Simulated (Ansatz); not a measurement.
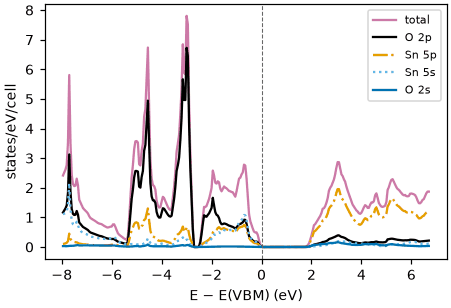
Figure: Total and projected density of states of SnO in space group Pmn2_1 (No. 31; Sn on 2a, O on 2a), DFT-r²SCAN+D4 in the program Ansatz with PAW potentials

Problem. Which orbitals carry the states next to the gap?

Solution. Top 1 eV of the valence band: Sn 5s 37 %, O 2p 34 %, Sn 5p 27 %. Bottom 1 eV of the conduction band: Sn 5p 69 %, O 2p 13 %, O 2s 8 %, outside the projected shells 6 %. Projections are on Löwdin-orthogonalised atomic valence shells; empty p or d shells of many metals are not among them.

Problem. Where is the tallest occupied peak in this window, and what makes it?

Solution. Near -3.0 eV, about 7.8 states/eV per cell; the largest projected share is O 2p.

The first step of the workflow began from a Materials Project structure, measured or hypothetical; the Crystallography Open Database copy checked does not list it. It is not the phase usual at ambient conditions (space group No. 129). The r²SCAN+D4 relaxation kept the symmetry of its start; its stability against distortions is not shown here. Spin–orbit coupling is left out wherever it is not named.

Potentials: the later of the program's two PAW sets.
